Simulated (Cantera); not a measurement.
Feed: 1 mol Si₃H₈, 1.1 mol HCl, 35 mol H₂, 0.0062 mol Cl₂, at 0.0990 bar.

Cantera equilibrium calculation (NASA polynomials, part measured and part estimated; ideal gas, pure solids and liquids). Candidate condensed phases: Si; 19 gas species. The feed counts by its element totals alone. The tables' values for SiCl₃, SiCl are old estimates; treat these amounts as uncertain. Gases not in the tables: Si₂H₆ and higher silanes. Kinetics and transport are ignored.

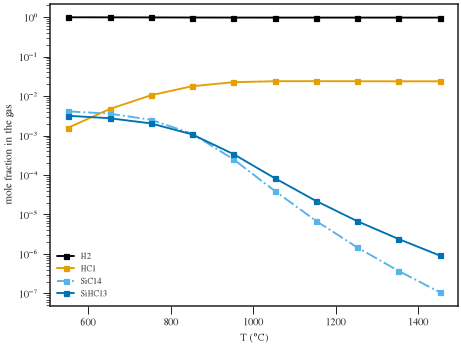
Fig. 1. Equilibrium gas composition (values under 1e-9 drawn at 1e-9)

From 552 °C to 1352 °C the condensed part is Si(s). At 1452 °C the condensed part is Si(l). The main Si-bearing gas is SiCl₄ at 552 °C and SiCl₂ at 1452 °C.
